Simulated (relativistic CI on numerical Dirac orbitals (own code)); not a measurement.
**Co³⁺: M2,3 absorption multiplets**

Aim: the M2,3 absorption spectrum of Co³⁺ in 4 surroundings, from the same atomic integrals.

The numbers are computed with relativistic CI on numerical Dirac orbitals (own code) version 1 (Dirac-Coulomb-Breit CI, KLI orbitals optimised for each configuration, model QED (radiative potential, 1s self-energy scaled to tabulated hydrogen-like ionisation energies), valence Slater integrals scaled by 0.8, multiplet model of core-to-valence dipole absorption in a parametric crystal field), except any that are marked as measured or tabulated.

**1. The atom as given**

| Item | Value |
| --- | --- |
| ion | Co³⁺ (Co IV) |
| nuclear charge | 27 |
| electrons | 24 |
| configurations | [Ar] 3d6 → [Ne] 3s2 3p5 3d7 |
| magnetising field for the dichroism, Lz and Sz | exchange field 10 meV on Sz; these come from the lowest magnetised state alone (0 K) |
| temperature of the isotropic spectrum | 300 K |
| widths | Lorentz 1.2 eV, Gauss 0.3 eV |
| surrounding 1 | Oh, 10Dq = 26750 cm⁻¹ |
| surrounding 2 | Oh, 10Dq = 9400 cm⁻¹ |
| surrounding 3 | Oh, 10Dq = 29600 cm⁻¹ |
| surrounding 4 | D4h, 10Dq = 15100, Ds = 2450, Dt = 870 cm⁻¹ |

**2. Surrounding 1: Oh, 10Dq = 26750**

The run's settings:

```ini
atom Co  Z=27  charge=3  electrons=24
nucleus A=59  rms_radius_fm=3.7875
hamiltonian dirac-coulomb  breit=on  qed=on  c_scale=1
orbitals kli  potential=per-configuration
slater_scale 0.8
correlation none
mixing on
configurations
  [Ar] 3d6
  [Ne] 3s2 3p5 3d7
end
absorption M2,3 T=300 lorentz=1.2 gauss=0.3
crystal_field Oh 10Dq=26750
```

**3. Surrounding 2: Oh, 10Dq = 9400**

Changes to the settings of step 2:

```diff
@@ -12,2 +12,2 @@
 absorption M2,3 T=300 lorentz=1.2 gauss=0.3
-crystal_field Oh 10Dq=26750
+crystal_field Oh 10Dq=9400
```

**4. Surrounding 3: Oh, 10Dq = 29600**

Changes to the settings of step 3:

```diff
@@ -12,2 +12,2 @@
 absorption M2,3 T=300 lorentz=1.2 gauss=0.3
-crystal_field Oh 10Dq=9400
+crystal_field Oh 10Dq=29600
```

**5. Surrounding 4: D4h, 10Dq = 15100, Ds = 2450, Dt = 870**

Changes to the settings of step 4:

```diff
@@ -12,2 +12,2 @@
 absorption M2,3 T=300 lorentz=1.2 gauss=0.3
-crystal_field Oh 10Dq=29600
+crystal_field D4h 10Dq=15100 Ds=2450 Dt=870
```

(Steps that only read results are left out.)

Q: Predict the outcome of this session. Wanted: highest peak, first run; ground spin; core spin-orbit splitting.

As calculated:

| surrounding | ground S | Lz (0 K) | Sz (0 K) | centroid (eV) | share of the lower edge | up to four highest peaks (% of the highest), eV |
| --- | --- | --- | --- | --- | --- | --- |
| 1: Oh | 0.01 | 0.00 | 0.00 | 72.31 | - | 67.2 (60), 72.2 (100), 79.0 (50) |
| 2: Oh | 2.00 | -0.74 | -1.68 | 65.52 | - | 62.8 (48), 66.8 (100) |
| 3: Oh | 0.01 | 0.00 | 0.00 | 72.51 | - | 67.8 (70), 72.8 (100), 79.5 (46) |
| 4: D4h | 2.00 | -1.00 | -1.99 | 65.58 | - | 62.8 (39), 66.8 (100) |

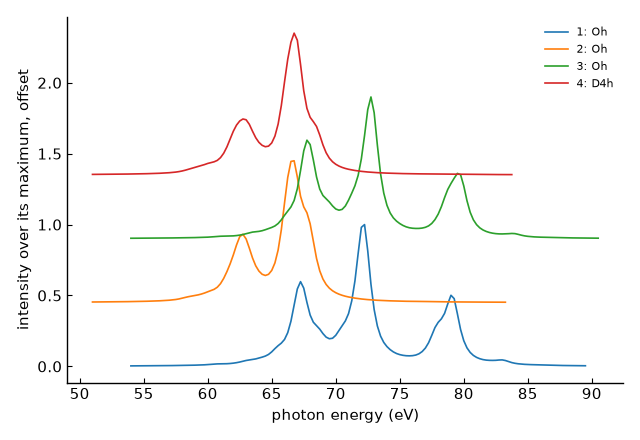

The spectra, each scaled to its maximum and offset.

| quantity | value |
| --- | --- |
| highest peak, first run | 72.2 eV |
| ground spin (effective S from ⟨S²⟩) | 0.01 to 2.00 |
| core spin-orbit splitting (without Breit) | 1.87 eV |

What this shows: The ground spin changes between the runs (2.00 to 0.01), and the line shape with it. The position of the maximum differs by up to 6.0 eV between the surroundings, by shifts of peaks or by peaks exchanging rank. Edge positions are free-ion values and differ from those in solids by a few eV or more.
